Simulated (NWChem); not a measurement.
# C2H7GaO2 (SMILES C[CH2][Ga]([OH])[OH]) at 4 levels

Wanted: a comparison of 4 runs (HF/STO-3G, HF/3-21G, B3LYP/6-31G*) of C2H7GaO2. 

The calculation is run with NWChem 7.3.0.

### Step 1. Starting point

The species is C2H7GaO2 (12 atoms), meant as a singlet with charge 0. SMILES: `C[CH2][Ga]([OH])[OH]`. The coordinates come from a PBE0-D4/def2-TZVP relaxation. This is one conformer, not always the lowest.

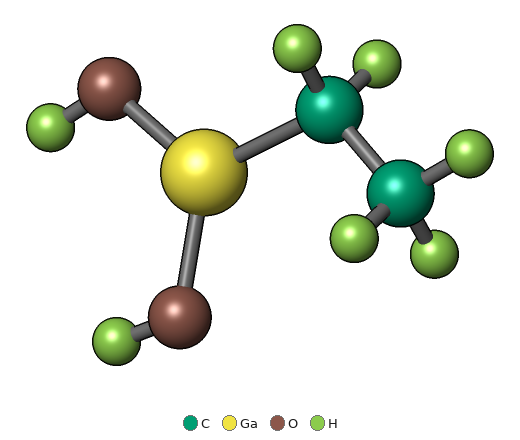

The structure, seen from a chosen angle (carbon teal, gallium yellow, oxygen brown, hydrogen green).

### Step 2. Energy and gradient at HF/STO-3G (run 1)

c2h7gao2.nw

```
start c2h7gao2
memory stack 880 mb heap 220 mb global 1100 mb
charge 0
geometry noautosym nocenter noautoz
   C    -0.316300    0.142400    1.823600
   C     0.626500    0.546400    0.695800
   Ga    0.123700   -0.137600   -1.062200
   O    -1.336600   -1.159200   -1.260700
   O     1.088500    0.222200   -2.528700
   H     0.016000    0.552800    2.781500
   H    -0.375400   -0.942600    1.933000
   H    -1.333700    0.498200    1.648100
   H     1.647300    0.204200    0.892200
   H     0.694700    1.635200    0.608300
   H    -1.513700   -1.455000   -2.155200
   H     0.756000   -0.162200   -3.341600
end
basis spherical bse
   * library STO-3G
end
scf
   thresh 1e-08
   maxiter 80
end
task scf gradient
```

Started as:

```bash
$ nwchem c2h7gao2.nw > c2h7gao2.out
```

Log:

```text
[...]
  functions       =    45
[...]
  wavefunction    = RHF
[...]
         Total SCF energy =  -2127.479844412643
      One-electron energy =  -3728.857565762413
      Two-electron energy =   1226.965706508610
 Nuclear repulsion energy =    374.412014841161
        Time for solution =      7.2s
[...]
                         RHF ENERGY GRADIENTS
    atom               coordinates                        gradient
                 x          y          z           x          y          z
   1 C      -0.597720   0.269097   3.446104    0.009677   0.002889  -0.018433
   2 C       1.183913   1.032546   1.314871   -0.005735   0.007570   0.057675
   3 Ga      0.233759  -0.260026  -2.007267    0.011746   0.016371   0.042773
   4 O      -2.525808  -2.190570  -2.382378   -0.062712  -0.050609  -0.042646
   5 O       2.056967   0.419897  -4.778550    0.024811  -0.000881  -0.089029
   6 H       0.030236   1.044641   5.256273    0.002113   0.002156   0.003864
   7 H      -0.709403  -1.781256   3.652840   -0.001778  -0.005008   0.000946
   8 H      -2.520328   0.941461   3.114457   -0.005313   0.000376  -0.000110
   9 H       3.112946   0.385882   1.686014    0.008571  -0.002716  -0.004562
  10 H       1.312793   3.090080   1.149520    0.001821   0.007472  -0.006584
  11 H      -2.860478  -2.749551  -4.072737    0.000334   0.006600   0.032305
[...]
```

Run time: 9.3 s. Hardware: 1 thread of Intel Xeon Platinum 8488C (Sapphire Rapids), shared host; peak memory 0.1 GiB.

### Step 3. Energy and gradient at HF/3-21G (run 2)

c2h7gao2.nw

```
start c2h7gao2
title "C2H7GaO2 hf"
memory total 2200 mb

geometry units angstrom noautosym nocenter noautoz
  C    -0.316300    0.142400    1.823600
  C     0.626500    0.546400    0.695800
  Ga    0.123700   -0.137600   -1.062200
  O    -1.336600   -1.159200   -1.260700
  O     1.088500    0.222200   -2.528700
  H     0.016000    0.552800    2.781500
  H    -0.375400   -0.942600    1.933000
  H    -1.333700    0.498200    1.648100
  H     1.647300    0.204200    0.892200
  H     0.694700    1.635200    0.608300
  H    -1.513700   -1.455000   -2.155200
  H     0.756000   -0.162200   -3.341600
end

basis spherical bse
  C library 3-21G
  Ga library 3-21G
  O library 3-21G
  H library 3-21G
end

scf
  thresh 1e-08
  maxiter 80
  print low
end

task scf gradient
```

Started as:

```bash
$ nwchem c2h7gao2.nw > c2h7gao2.out
```

Log:

```text
[...]
  functions       =    72
[...]
  wavefunction    = RHF
[...]
         Total SCF energy =  -2142.209132719253
      One-electron energy =  -3733.654960951746
      Two-electron energy =   1217.033813391332
 Nuclear repulsion energy =    374.412014841161
        Time for solution =      5.8s
[...]
                         RHF ENERGY GRADIENTS
    atom               coordinates                        gradient
                 x          y          z           x          y          z
   1 C      -0.597720   0.269097   3.446104    0.008180   0.002827  -0.013665
   2 C       1.183913   1.032546   1.314871   -0.011041  -0.004600   0.014097
   3 Ga      0.233759  -0.260026  -2.007267    0.003772   0.004083   0.007878
   4 O      -2.525808  -2.190570  -2.382378   -0.030611  -0.020190   0.002047
   5 O       2.056967   0.419897  -4.778550    0.022874   0.010097  -0.026829
   6 H       0.030236   1.044641   5.256273    0.001896   0.002148   0.004558
   7 H      -0.709403  -1.781256   3.652840   -0.000830  -0.005420   0.001059
   8 H      -2.520328   0.941461   3.114457   -0.005333   0.001405  -0.000283
   9 H       3.112946   0.385882   1.686014    0.005246  -0.001714  -0.001976
  10 H       1.312793   3.090080   1.149520    0.000929   0.004825  -0.003262
  11 H      -2.860478  -2.749551  -4.072737    0.010685   0.007948   0.003858
[...]
```

Wall time 7.8 s (1 thread of Intel Xeon Platinum 8488C (Sapphire Rapids), shared host); peak memory 0.1 GiB.

Run 3 isn't shown in full; the table further down has it.

### Step 4. Energy and gradient at B3LYP/6-31G(d) (Cartesian functions) (run 4)

c2h7gao2.nw

```
start c2h7gao2
title "C2H7GaO2"
memory total 2200 mb

geometry units angstrom noautosym nocenter noautoz
  C     -0.316300     0.142400     1.823600
  C      0.626500     0.546400     0.695800
  Ga     0.123700    -0.137600    -1.062200
  O     -1.336600    -1.159200    -1.260700
  O      1.088500     0.222200    -2.528700
  H      0.016000     0.552800     2.781500
  H     -0.375400    -0.942600     1.933000
  H     -1.333700     0.498200     1.648100
  H      1.647300     0.204200     0.892200
  H      0.694700     1.635200     0.608300
  H     -1.513700    -1.455000    -2.155200
  H      0.756000    -0.162200    -3.341600
end

basis cartesian
  * library 6-31G*
end

dft
  xc b3lyp
  mult 1
  grid fine
  convergence energy 1e-08
  maxiter 100
  mulliken
end

task dft gradient
```

Started as:

```bash
$ nwchem c2h7gao2.nw > c2h7gao2.out
```

Log (excerpt; [...] marks lines left out):

```text
[...]
          Wavefunction type:  closed shell.
          No. of atoms     :    12
          No. of electrons :    66
[...]
          Charge           :     0
          Spin multiplicity:     1
[...]
          AO basis - number of functions:   109
[...]
              XC Information
              --------------
                         B3LYP Method XC Potential
                     Hartree-Fock (Exact) Exchange  0.200
                        Slater Exchange Functional  0.800 local
                    Becke 1988 Exchange Functional  0.720 non-local
              Lee-Yang-Parr Correlation Functional  0.810
                  VWN I RPA Correlation Functional  0.190 local
[...]
 d= 0,ls=0.0,diis     1  -2155.4122002555 -2.53D+03  1.64D-02  1.77D+00     4.3
[...]
 d= 0,ls=0.0,diis    10  -2155.5513579362 -4.54D-09  4.91D-07  5.32D-09    34.2
         Total DFT energy =    -2155.551357936154
      One electron energy =    -3744.501848735902
           Coulomb energy =     1320.356922887750
    Exchange-Corr. energy =     -105.818446929163
 Nuclear repulsion energy =      374.412014841161
[...]
      Total Density - Mulliken Population Analysis
     ---------------------------------------------
[...]
  wavefunction    = closed shell
                         DFT ENERGY GRADIENTS
    atom               coordinates                        gradient
                 x          y          z           x          y          z
   1 C      -0.597720   0.269097   3.446104    0.002511   0.001241  -0.002574
   2 C       1.183913   1.032546   1.314871   -0.003704  -0.002529  -0.000014
   3 Ga      0.233759  -0.260026  -2.007267   -0.000233  -0.000288  -0.000746
   4 O      -2.525808  -2.190570  -2.382378    0.004942   0.001550  -0.008974
   5 O       2.056967   0.419897  -4.778550   -0.008484  -0.006134  -0.002134
   6 H       0.030236   1.044641   5.256273   -0.000720  -0.000934  -0.002260
   7 H      -0.709403  -1.781256   3.652840   -0.000061   0.002227  -0.000438
   8 H      -2.520328   0.941461   3.114457    0.002105  -0.000976   0.000203
   9 H       3.112946   0.385882   1.686014   -0.001654   0.001016  -0.000241
  10 H       1.312793   3.090080   1.149520    0.000288  -0.001866   0.000336
  11 H      -2.860478  -2.749551  -4.072737    0.000997   0.002481   0.009179
[...]
```

Wall time 45 s (1 thread of Intel Xeon Platinum 8488C (Sapphire Rapids), shared host); peak memory 0.13 GiB.

### Step 5. The series

```csv
run,level,iteration cap,module,energy (Eh),dipole moment (D),HOMO energy (eV),LUMO energy (eV),wall time
1,HF/STO-3G,80,scf,-2127.479844,1.28,-7.21,6.42,9.3 s
2,HF/3-21G,80,scf,-2142.209133,–,–,–,7.8 s
3,B3LYP/6-31G* (spherical functions),100,dft,-2155.541103,0.69,-7.83,-0.45,44 s
4,B3LYP/6-31G* (Cartesian functions),100,dft,-2155.551358,0.70,-7.83,-0.47,45 s
```

### Step 6. Outcome

| quantity | value |
| --- | --- |
| run 4: total energy | -2155.55136 Eh |
| run 4: dipole moment | 0.70 D |
| run 4: HOMO energy | -7.83 eV |
| run 4: LUMO energy | -0.47 eV |
| run 4: HOMO–LUMO gap | 7.35 eV |
| run 4: largest force on an atom | 0.549 eV/Å |

Over runs 1, 3, 4 the dipole moment (its size) runs from 0.69 D (B3LYP/6-31G*) to 1.28 D (HF/STO-3G). The two ends differ in method and basis. Over runs 1, 3, 4 the HOMO–LUMO gap runs from 7.35 eV (B3LYP/6-31G*) to 13.63 eV (HF/STO-3G). In run 1 the basis is minimal, so the values are rough. All runs together took 1.8 min, the longest 45 s.
